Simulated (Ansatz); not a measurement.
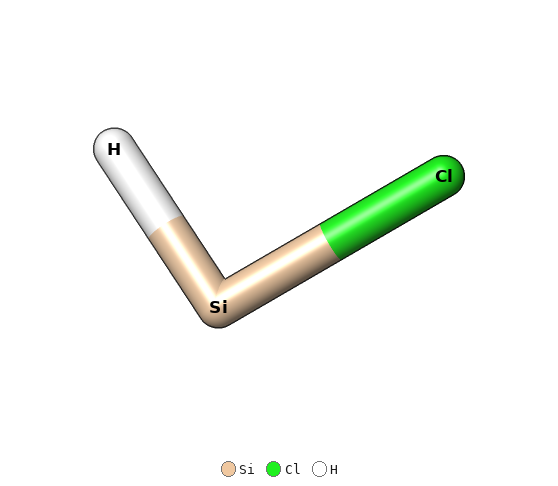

The structure as it stands in the input.

Ansatz 0.2.0 input:

```yaml
crystal:
  periodic: [false, false, false]
  atoms:
    - {symbol: Si, position_ang: [-1.319702, -0.692256, -1.264389]}
    - {symbol: Cl, position_ang: [0.525979, -1.188354, -2.078735]}
    - {symbol: H, position_ang: [-1.204667, -1.665126, -0.090495]}
basis:
  gaussian: {orbitals: def2-TZVP}
hamiltonian: {xc: pbe0, dispersion: d4}
phonons: {temperatures: {t_min: 298.15, t_max: 900, t_step: 200}}
```

Output (its end):

```
mean field -20409.26582583 eV, -750.0266852021 hartree, gradient 8.6e-7 eV, S^2 0.000000; 0 other end points of the search recorded, 0 dependent functions left out
the calculation of the forces begins
reference -20409.26584793 eV, -750.0266860140 hartree; 16, 16 occupied and 64, 64 virtual orbitals, 580 factors
Total energy: -20409.30937825 eV, -750.0282857239 hartree
Atom 0 at    -1.319702    -0.692256    -1.264389 Å, force     0.002622     0.001458    -0.003968 eV/Å
Atom 1 at     0.525979    -1.188354    -2.078735 Å, force    -0.003605     0.000577     0.002100 eV/Å
Atom 2 at    -1.204667    -1.665126    -0.090495 Å, force     0.000983    -0.002035     0.001868 eV/Å
Dipole moment:    -0.166340     0.012517     0.115247 e Å
Vibrations: 524.84 811.40 2019.90 cm⁻¹, zero-point energy 0.208054 eV
```
